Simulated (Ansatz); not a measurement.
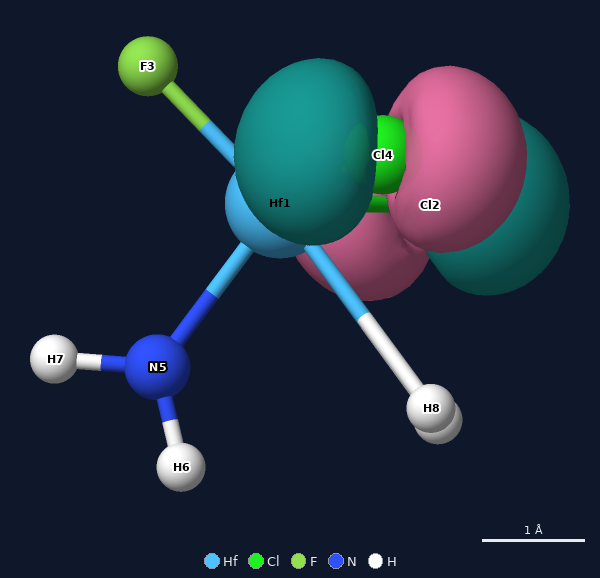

*Cl2FH4HfN. The HOMO−1 at ±0.15 Å⁻³ᐟ² (teal and pink are the two phases), seen across its widest extent.*

Core potentials replace the inner electrons of Hf.

Level of theory: RKS r2SCANh-D4/def2-SVP in Ansatz 0.2.0.

Input

```
crystal:
  periodic: [false, false, false]
  atoms:
    - { symbol: Hf, position_ang: [-0.580484, 0.323014, -0.464654] }
    - { symbol: Cl, position_ang: [-0.031052, -1.211929, 2.875999] }
    - { symbol: F, position_ang: [1.277265, 0.566778, -0.130249] }
    - { symbol: Cl, position_ang: [-1.522319, 1.613757, -2.19696] }
    - { symbol: "N", position_ang: [-1.049264, -1.603728, -0.732453] }
    - { symbol: H, position_ang: [-1.785897, -1.970373, -1.335076] }
    - { symbol: H, position_ang: [-0.540741, -2.388104, -0.32485] }
    - { symbol: H, position_ang: [-1.522619, 0.77664, 1.065145] }
    - { symbol: H, position_ang: [-0.920891, -0.313554, 2.441898] }
basis:
  gaussian: { orbitals: def2-SVP }
hamiltonian:
  xc: r2scanh
  dispersion: d4
relax:
  f_tol: 0.03
  max_steps: 50
output:
  orbitals: {}
```

Command:

```sh
ansatz run input.yaml --threads 4 --pin off --max-ram 5120MiB --backend cpu --events-out ev --progress --plain --runs-dir out
```

The fields are those of the run's last geometry, not of the input's.

**What is the character of this orbital?**

Its weight (Hirshfeld) is mainly on Cl2 (about 45 %) and Cl4 (about 45 %); largely a combination of lone pairs on Cl2 and Cl4. Its energy is −8.73 eV.
